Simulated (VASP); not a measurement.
Band structure of Ni₃Si (L1_2). Method: SCAN meta-GGA, VASP's PBE PAW potentials (set 64) (plane waves; VASP 6.6.1).

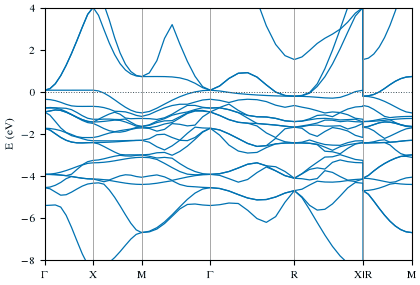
Figure. Bands along high-symmetry lines, zero at the valence-band maximum or, without a gap, the Fermi level

Q: Read the plot: is there a gap, and where are the band edges?

A: It has no gap at this level: it comes out as a metal or semimetal.

The compound is Ni3Si in the L1_2 structure. It was relaxed first. The run is not spin-polarised, so no magnetic state was tried.
